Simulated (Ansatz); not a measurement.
```xyz
7

Si   -0.7791   -0.2512    0.6337
Br    2.1721    0.4847   -2.2446
H    -1.6083    0.2408   -0.4933
H    -1.5594   -0.2161    1.8952
H    -0.3154   -1.6329    0.3588
H     1.6813    0.7387   -0.9327
H     0.4087    0.6360    0.7828
```

The product side of a reaction path; geometry: PBE0-D4/def2-TZVP.

Theory: RKS PBE0-D4/def2-TZVPP in Ansatz 0.2.0.

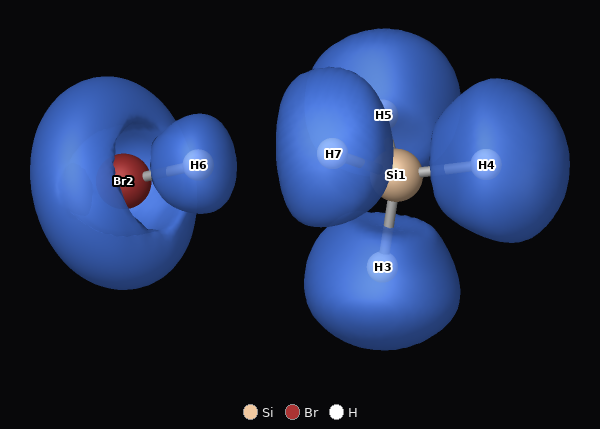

SiH4···HBr. Isosurface of the electron localisation function at 0.75 (blue), seen from one side. Core shells and regions of very low density are left out.

**What do the ELF domains correspond to?**

The surface consists of five regions around hydrogen nuclei and one ring or bowl of non-bonding electrons around Br. Profiles from the grid: H6···H7 (2.14 Å): the ELF dips to about 0.05 between them; a non-bonded, intermolecular contact. Br–H (1.42 Å): the ELF climbs to about 1 towards the hydrogen, as it does in any bond to H.
